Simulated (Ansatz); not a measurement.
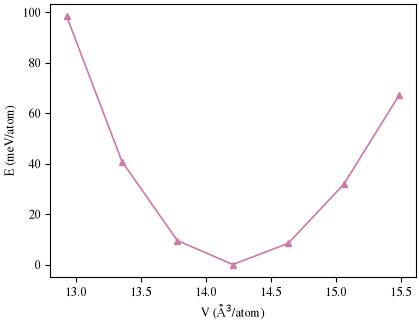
Figure. Pd (hcp (Mg type), space group No. 194) under volume change, LDA (plane waves, PAW; program Ansatz), shape and atoms relaxed at each volume.

**Question.** What does a third-order Birch–Murnaghan fit give for V₀, B₀ and B′?

**Answer.** V₀ = 14.21 Å³/atom, B₀ = 224 GPa, B′ = 5.4.

Space group P6_3/mmc (hcp (Mg type)). The first step of the workflow began from a Materials Project structure, measured or hypothetical; the Crystallography Open Database copy checked does not list it. It is not the phase usual at ambient conditions (space group No. 225). The cell was relaxed with LDA under the symmetry of its start; whether a distortion lowers the energy is not shown. The workflow began spin-polarised and lost its moments.

Potentials: the later of the program's two PAW sets.
